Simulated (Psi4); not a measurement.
# UM06-L/aug-cc-pVDZ run of SiCNF2 (SMILES N#C[Si](F)F)

Aim: the vertical ionisation energy of SiCNF2 at UM06-L/aug-cc-pVDZ, from 2 runs. 

Program for the calculation: Psi4 1.11.

**1. The structure to begin with**

SiCNF2: 5 atoms, total charge 0, spin state doublet. As SMILES, `N#C[Si](F)F`. Geometry: relaxed at PBE0-D4/def2-TZVP.

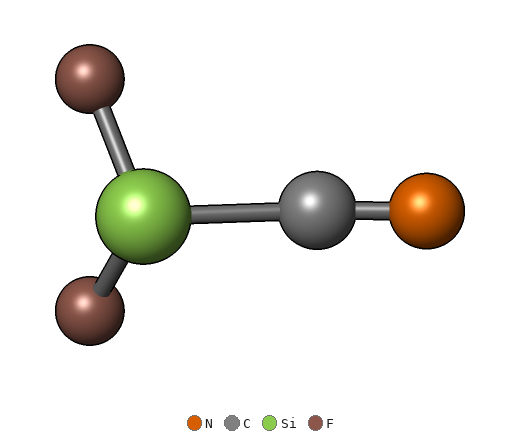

The structure, seen from a chosen angle (nitrogen orange, carbon grey, silicon green, fluorine brown).

**2. Energy and forces at UM06-L/aug-cc-pVDZ**

File input.in:

```
memory 1600 MB

molecule molecule1 {
  0 2
  N      1.426100    -1.103800     1.364300
  C      0.743000    -0.566400     0.607500
  Si    -0.192800     0.214100    -0.773500
  F     -1.655600    -0.382400    -0.757500
  F     -0.270900     1.764900    -0.482300
  symmetry c1
}

set basis aug-cc-pVDZ
set reference uks
set puream true
set e_convergence 1e-09
set d_convergence 1e-08
set scf_type pk
set dft_radial_points 99
set dft_spherical_points 590
set maxiter 100

E, wfn = gradient("m06-l", return_wfn=True)
```

Launch:

```bash
psi4 -i input.in -o input.out -n 1
```

input.out, cut to the lines that bear on the results:

```text
[...]
  Running in c1 symmetry.
[...]
  Nuclear repulsion =  200.026103011271232
[...]
  Multiplicity = 2
[...]
  Nalpha       = 23
  Nbeta        = 22
[...]
    Number of basis functions: 119
[...]
   @UKS iter   1:  -581.75691371515472   -3.88685e-01   6.85640e-03 DIIS/ADIIS
[...]
   @UKS iter  16:  -582.07526048706598   -5.45697e-12   6.04023e-09 DIIS
[...]
   @S^2 Observed:                7.523512950E-01
[...]
    Orbital Energies [Eh]
    ---------------------
    Alpha Occupied:
       1A    -65.988656     2A    -24.560221     3A    -24.560221
       4A    -14.226751     5A    -10.112308     6A     -5.385146
       7A     -3.696394     8A     -3.695017     9A     -3.694294
      10A     -1.238460    11A     -1.222313    12A     -0.901157
      13A     -0.607287    14A     -0.517519    15A     -0.501146
      16A     -0.464768    17A     -0.439335    18A     -0.434783
      19A     -0.422162    20A     -0.365249    21A     -0.353577
      22A     -0.350279    23A     -0.256375
    Alpha Virtual:
      24A     -0.078581    25A     -0.073285    26A      0.000675
[...]
  @UKS Final Energy:  -582.07526048706598
   => Energetics <=
    Nuclear Repulsion Energy =            200.0261030112712319
    One-Electron Energy =               -1201.9044986081335082
    Two-Electron Energy =                 473.9911438253670326
    DFT Exchange-Correlation Energy =     -54.1880087155708097
    Empirical Dispersion Energy =           0.0000000000000000
    VV10 Nonlocal Energy =                  0.0000000000000000
    Total Energy =                       -582.0752604870659752
[...]
 Multipole Moments:
 ------------------------------------------------------------------------------------
     Multipole            Electronic (a.u.)      Nuclear  (a.u.)        Total (a.u.)
 ------------------------------------------------------------------------------------
 L = 1.  Multiply by 2.5417464519 to convert [e a0] to [Debye]
 Dipole X            :         -1.7661158            1.5428249           -0.2232909
 Dipole Y            :          1.3505138           -1.0932037            0.2573101
 Dipole Z            :         -1.6514184            0.7669656           -0.8844528
 Magnitude           :                                                    0.9477996
[...]
  -Total Gradient:
     Atom            X                  Y                   Z
    ------   -----------------  -----------------  -----------------
       1       -0.022793695382     0.017894403120    -0.024942987161
       2        0.019792305818    -0.015354987527     0.020206231076
       3       -0.029524847059     0.017577738339     0.011378315477
       4        0.029711375488     0.011086835367    -0.000518021759
       5        0.002533677772    -0.031048848570    -0.005919873705
[...]
```

Wall time 64 s (1 thread of Intel Xeon 6975P-C (Granite Rapids), shared host); peak memory 0.79 GiB.

**3. The singlet cation at the same level**

File cf2nsi.xyz:

```xyz
5
CF2NSi
N      1.426100    -1.103800     1.364300
C      0.743000    -0.566400     0.607500
Si    -0.192800     0.214100    -0.773500
F     -1.655600    -0.382400    -0.757500
F     -0.270900     1.764900    -0.482300
```

File cf2nsi.py:

```python
import psi4

psi4.set_memory('1600 MB')
psi4.set_num_threads(1)
psi4.core.set_output_file('psi4.out', False)

with open('cf2nsi.xyz') as f:
    atoms = ''.join(f.readlines()[2:])
geom = psi4.geometry('1 1\n' + atoms + 'symmetry c1\nno_reorient\nno_com')

options = {'basis': 'aug-cc-pVDZ', 'puream': True, 'e_convergence': 1e-09, 'd_convergence': 1e-08, 'scf_type': 'pk', 'dft_radial_points': 99, 'dft_spherical_points': 590}
psi4.set_options(options)

e_tot, wfn = psi4.gradient("M06-L", molecule=geom, return_wfn=True)
psi4.oeprop(wfn, "QUADRUPOLE", "LOWDIN_CHARGES", "WIBERG_LOWDIN_INDICES", title="M06-L")
print('gradient / Eh bohr^-1')
print(e_tot.np.round(6))
print(f'energy = {wfn.energy():.10f} Eh')
for k, v in sorted(psi4.core.scalar_variables().items()):
    print(f'{k:45s} {v:18.10f}')
```

Launch:

```bash
python cf2nsi.py
```

psi4.out, cut to the lines that bear on the results:

```text
[...]
  Running in c1 symmetry.
[...]
  Nuclear repulsion =  200.026103011271260
[...]
  Multiplicity = 1
[...]
  Nalpha       = 22
  Nbeta        = 22
[...]
    Number of basis functions: 119
[...]
   @RKS iter   1:  -581.41668376695986   -4.84555e-02   6.35798e-03 ADIIS/DIIS
[...]
   @RKS iter  14:  -581.69682650985703   -5.91172e-12   8.82949e-09 DIIS
[...]
  @RKS Final Energy:  -581.69682650985703
   => Energetics <=
    Nuclear Repulsion Energy =            200.0261030112712604
    One-Electron Energy =               -1190.0107257538186332
    Two-Electron Energy =                 462.0807477984765796
    DFT Exchange-Correlation Energy =     -53.7929515657862041
    Empirical Dispersion Energy =           0.0000000000000000
    VV10 Nonlocal Energy =                  0.0000000000000000
    Total Energy =                       -581.6968265098570328
[...]
  -Total Gradient:
     Atom            X                  Y                   Z
    ------   -----------------  -----------------  -----------------
       1       -0.025430321364     0.021061353194    -0.036394803802
       2        0.016157263854    -0.018549613853     0.063426638376
       3        0.022360446456    -0.005217710613    -0.071817065732
       4       -0.004413096754     0.005106746796     0.022923923615
       5       -0.009096625984    -0.002145421326     0.021993380310
[...]
 Multipole Moments:
 ------------------------------------------------------------------------------------
     Multipole            Electronic (a.u.)      Nuclear  (a.u.)        Total (a.u.)
 ------------------------------------------------------------------------------------
 L = 1.  Multiply by 2.5417464519 to convert [e a0] to [Debye]
 Dipole X            :         10.7367585          -10.5767971            0.1599613
 Dipole Y            :         -8.0293969            8.1539793            0.1245824
 Dipole Z            :         14.6996007          -16.6146611           -1.9150604
 Magnitude           :                                                    1.9257634
 L = 2.  Multiply by 1.3450342976 to convert [e a0^2] to [Debye ang]
 Quadrupole XX       :       -176.5324101          154.9792561          -21.5531540
 Quadrupole XY       :         45.3135634          -45.4485989           -0.1350355
[...]
```

Standard output:

```text
gradient / Eh bohr^-1
[[-0.02543   0.021061 -0.036395]
 [ 0.016157 -0.01855   0.063427]
 [ 0.02236  -0.005218 -0.071817]
 [-0.004413  0.005107  0.022924]
 [-0.009097 -0.002145  0.021993]]
energy = -581.6968265099 Eh
CURRENT ENERGY                                   -581.6968265099
CURRENT REFERENCE ENERGY                         -581.6968265099
DD SOLVATION ENERGY                                 0.0000000000
DFT FUNCTIONAL TOTAL ENERGY                      -581.6968265099
DFT TOTAL ENERGY                                 -581.6968265099
DFT VV10 ENERGY                                     0.0000000000
DFT XC ENERGY                                     -53.7929515658
GRID ELECTRONS ALPHA                               21.9999979388
GRID ELECTRONS BETA                                21.9999979388
GRID ELECTRONS TOTAL                               43.9999958775
NUCLEAR REPULSION ENERGY                          200.0261030113
ONE-ELECTRON ENERGY                             -1190.0107257538
PCM POLARIZATION ENERGY                             0.0000000000
PE ENERGY                                           0.0000000000
SCF ITERATION ENERGY                             -581.6968265099
SCF ITERATIONS                                     14.0000000000
SCF TOTAL ENERGY                                 -581.6968265099
TWO-ELECTRON ENERGY                               462.0807477985
XC GRID RADIAL POINTS                              99.0000000000
XC GRID SPHERICAL POINTS                          590.0000000000
XC GRID TOTAL POINTS                           284142.0000000000
```

It took 45 s on 1 thread of Intel Xeon 6975P-C (Granite Rapids), shared host; peak memory 0.79 GiB.

**4. Summary of results**

At UM06-L/aug-cc-pVDZ:

| quantity | value |
| --- | --- |
| doublet SiCNF2: total energy | -582.07526 Eh |
| doublet SiCNF2: dipole moment | 2.41 D |
| doublet SiCNF2: HOMO energy (highest over α and β) | -6.98 eV |
| doublet SiCNF2: LUMO energy (lowest over α and β) | -4.90 eV |
| doublet SiCNF2: ⟨S²⟩ | 0.752 |
| doublet SiCNF2: largest force on an atom | 1.966 eV/Å |
| singlet cation: total energy | -581.69683 Eh |
| singlet cation: HOMO energy | -15.61 eV |
| singlet cation: LUMO energy | -13.36 eV |
| singlet cation: HOMO–LUMO gap | 2.25 eV |
| singlet cation: largest force on an atom | 3.877 eV/Å |
| vertical ionisation energy (to the singlet cation) | 10.298 eV |

**Reading.** The vertical ionisation energy comes to 10.30 eV (237 kcal/mol). The largest force (doublet SiCNF2) is 1.97 eV/Å: the shape isn't a stationary point for this species at this level. Only the singlet of the ionised species was computed; a triplet could lie lower.
